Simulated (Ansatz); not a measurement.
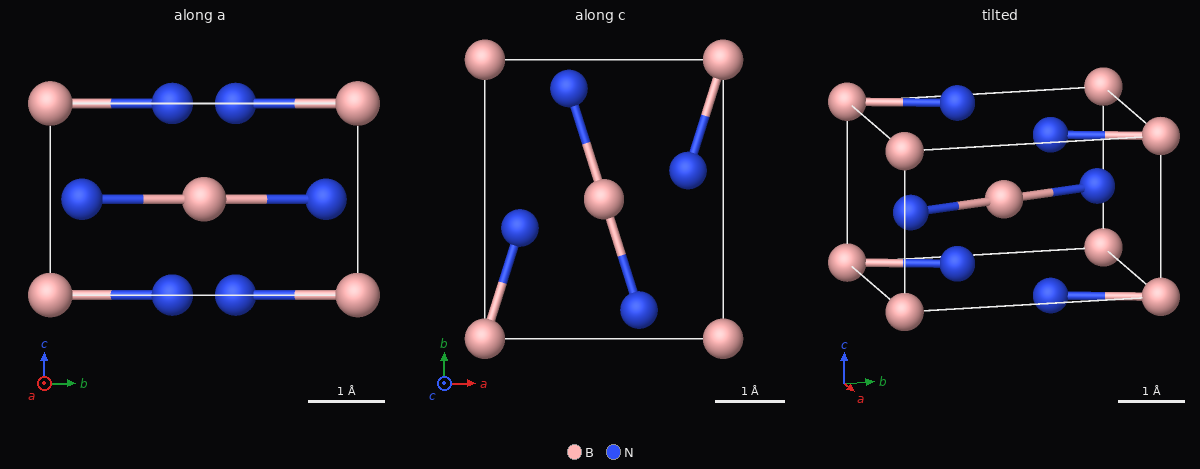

Shown here is a ball-and-stick view of the crystal, taken along the a axis, along the c axis and slightly off an axis. The edges of the conventional unit cell are marked.

Cell dimensions are a = 3.463 Å, b = 4.056 Å, c = 2.528 Å, α = 90.00°, β = 90.00°, γ = 90.00°.

Work out the formula from the picture.

Answer. BN₂. The cell holds 2 B, 4 N, counting shared atoms by their share.

Which space group does it belong to?

Answer. Pnnm (No. 58), with B on 2a and N on 4g.

The initial geometry was a textbook structure type filled with these elements (whether it is the usual form wasn't checked). A relaxation with Ansatz, DFT PBE, scalar-relativistic, plane waves, PAW gave the geometry drawn.
